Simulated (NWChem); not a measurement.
**UBP86/cc-pVTZ run of NH (imidogen)**

Aim: the vertical ionisation energy of NH (imidogen) at UBP86/cc-pVTZ, from 2 runs. 

Program for the calculation: NWChem 7.3.0.

8 further runs of the same task are left out: 8 set aside as unsound or not needed.

**1. The molecule**

The species is NH (2 atoms), meant as a triplet with charge 0. SMILES: `[NH]`. The bond length is the measured one.

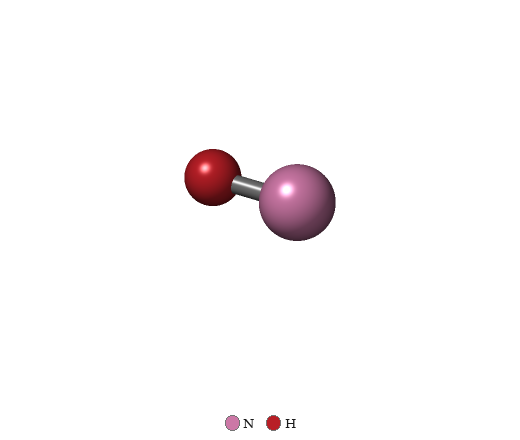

Viewed from a chosen angle; nitrogen pink, hydrogen red.

**2. The energy at UBP86/cc-pVTZ**

Contents of a.nw:

```
start a
title "imidogen"
memory total 2200 mb

geometry units angstroms noautosym nocenter noautoz
N     0.000000    0.000000    0.000000
H     0.000000    0.000000    1.036210
end

basis spherical bse
* library cc-pVTZ
end

dft
xc becke88 perdew86
mult 3
grid fine
convergence energy 1e-08
iterations 100
mulliken
noprint "final vectors analysis"
end

task dft
```

On the command line:

```bash
nwchem a.nw > a.out
```

Log (excerpt; [...] marks lines left out):

```text
[...]
          Wavefunction type:  spin polarized.
          No. of atoms     :     2
          No. of electrons :     8
[...]
          Charge           :     0
          Spin multiplicity:     3
[...]
          AO basis - number of functions:    44
[...]
              XC Information
              --------------
                    Becke 1988 Exchange Functional  1.000
                Perdew 1981 Correlation Functional  1.000 local
                Perdew 1986 Correlation Functional  1.000 non-local
[...]
 d= 0,ls=0.0,diis     1    -55.2123067829 -5.88D+01  4.62D-03  8.97D-02     0.3
[...]
 d= 0,ls=0.0,diis     8    -55.2358202741 -1.30D-09  6.42D-08  4.42D-12     2.0
[...]
         Total DFT energy =      -55.235820274116
      One electron energy =      -81.661968926338
           Coulomb energy =       30.029997686521
    Exchange-Corr. energy =       -7.178646365919
 Nuclear repulsion energy =        3.574797331620
[...]
      Total Density - Mulliken Population Analysis
     ---------------------------------------------
    Atom       Charge   Shell Charges
 -----------   ------   -------------------------------------------------------
    1 N    7     7.14   1.95  0.26  1.00  0.68  0.91  1.43  0.91  0.00  0.01  0.00
    2 H    1     0.86   0.27  0.46  0.07  0.01  0.04  0.00
[...]
      <S2> =      2.0045 (Exact =     2.0000)
[...]
```

Wall time 2.5 s (1 thread of Intel Xeon Platinum 8375C at 2.90GHz (Ice Lake), shared host); peak memory 0.11 GiB.

**3. The doublet cation at the same level**

Contents of input.nw:

```
start input
title "HN"
memory total 2200 mb
charge 1
geometry noautosym nocenter noautoz
N     0.000000    0.000000    0.000000
H     0.000000    0.000000    1.036210
end
basis spherical bse
N library cc-pVTZ
H library cc-pVTZ
end
dft
xc becke88 perdew86
mult 2
grid fine
convergence energy 1e-08
maxiter 100
mulliken
print low
end
task dft energy
```

On the command line:

```bash
nwchem input.nw > input.out
```

Log (excerpt; [...] marks lines left out):

```text
[...]
 d= 0,ls=0.0,diis     1    -54.6973977041 -5.83D+01  4.95D-03  1.67D-01     0.3
[...]
 d= 0,ls=0.0,diis     7    -54.7297660460 -3.53D-09  1.18D-06  8.77D-11     1.5
[...]
         Total DFT energy =      -54.729766045958
      One electron energy =      -77.672645606994
           Coulomb energy =       26.151869618975
    Exchange-Corr. energy =       -6.783787389560
 Nuclear repulsion energy =        3.574797331620
[...]
      Total Density - Mulliken Population Analysis
     ---------------------------------------------
    Atom       Charge   Shell Charges
 -----------   ------   -------------------------------------------------------
    1 N    7     6.28   1.95  0.30  1.13  0.50  0.79  1.20  0.40  0.00  0.01 -0.00
    2 H    1     0.72   0.25  0.40  0.01  0.01  0.04  0.00
[...]
      <S2> =      0.7520 (Exact =     0.7500)
[...]
```

It took 2 s on 1 thread of Intel Xeon Platinum 8375C at 2.90GHz (Ice Lake), shared host; peak memory 0.1 GiB.

**4. Outcome**

At UBP86/cc-pVTZ:

| quantity | value |
| --- | --- |
| triplet NH: total energy | -55.23582 Eh |
| triplet NH: dipole moment | 1.52 D |
| triplet NH: ⟨S²⟩ | 2.005 |
| doublet cation: total energy | -54.72977 Eh |
| doublet cation: ⟨S²⟩ | 0.752 |
| vertical ionisation energy (to the doublet cation) | 13.770 eV |

Removing an electron at fixed nuclei costs 13.77 eV (318 kcal/mol).
